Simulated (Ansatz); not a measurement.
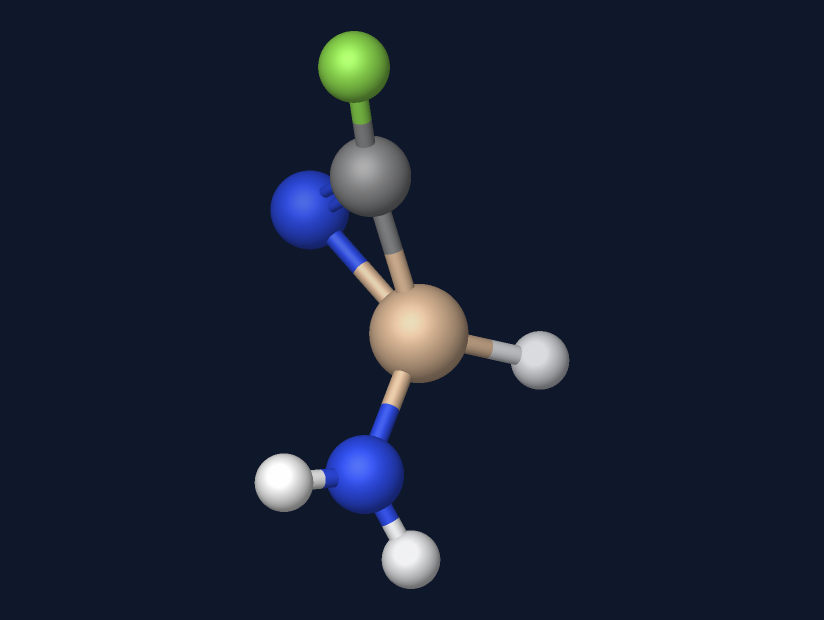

Colours: nitrogen blue, silicon light orange, carbon grey, fluorine green, hydrogen white.

The computed structure is the end point of a PBE0-D4/def2-TZVP optimisation.

Question: Which formula does it have?

Answer: CH3FN2Si, 8 atoms: 1 carbon, 3 hydrogen, 1 fluorine, 2 nitrogen and 1 silicon.

Question: Write the SMILES.

Answer: N[Si@H]1N=C1F

Question: Give the symmetry (Schoenflies symbol).

Answer: C1.

Question: Name some functional groups or characteristic bonds that it holds.

Answer: Among them: imine, C–F bond, Si–H bond, Si–N bond.

More results for the same structure follow; atom numbers are the same in all pictures, views and colours differ.

## Electronic properties

Method: RKS HSE06 (plane-wave form)-D4/def2-TZVPP (Ansatz 0.2.0).

What does the calculation give?

- HOMO energy (Kohn–Sham orbital): −6.53 eV
- LUMO energy (Kohn–Sham orbital): −0.63 eV
- HOMO–LUMO gap: 5.90 eV
- dispersion correction: −12.0 kJ/mol

## Charges

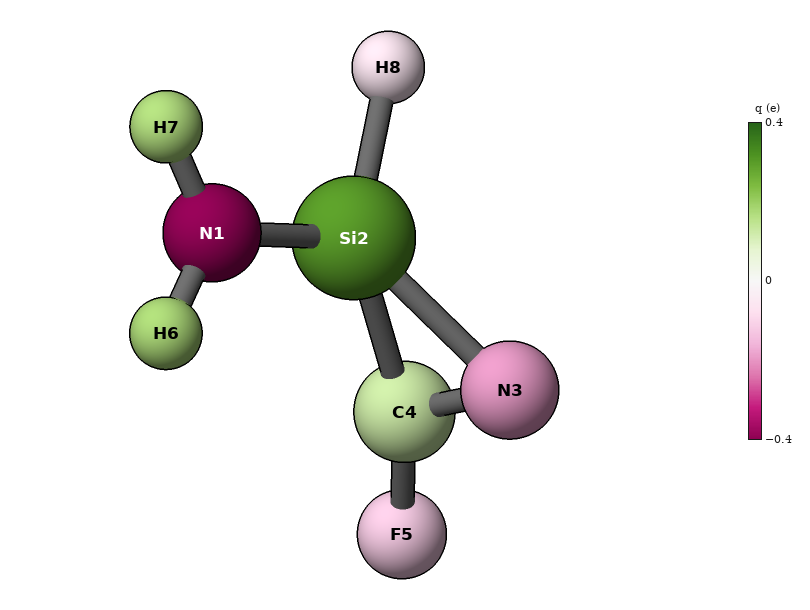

Atoms are coloured by their Mulliken charges. Level of theory: RKS PBE-D4/def2-TZVPP (Ansatz 0.2.0).

Give the Mulliken charges atom by atom.

```
atom  value (e)
  N1      −0.39
 Si2       0.29
  N3      −0.19
  C4       0.12
  F5      −0.12
  H6       0.17
  H7       0.17
  H8      −0.06
```

## Dipole moment

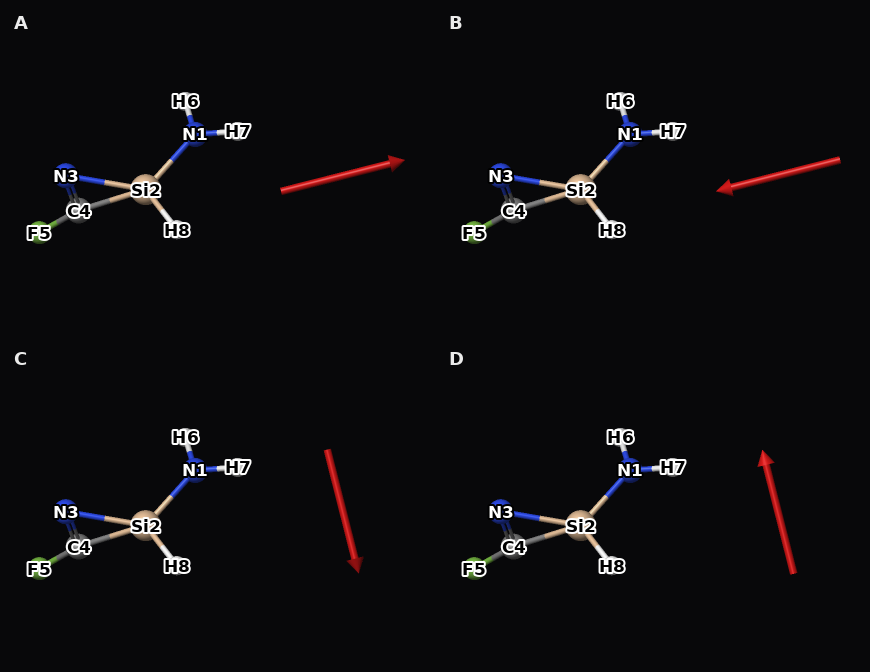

The same molecule four times, each with an arrow. Level of theory: RKS r2SCAN-D4/def2-TZVPP (Ansatz 0.2.0).

Question: Which arrow points along the dipole moment, from the negative to the positive end?

Answer: A. The dipole moment is 4.11 D; it points from the side of F5 to the side of H7 (the outermost atoms at the two ends).

Mulliken values depend strongly on the basis set and can even reverse the polarity of a bond.
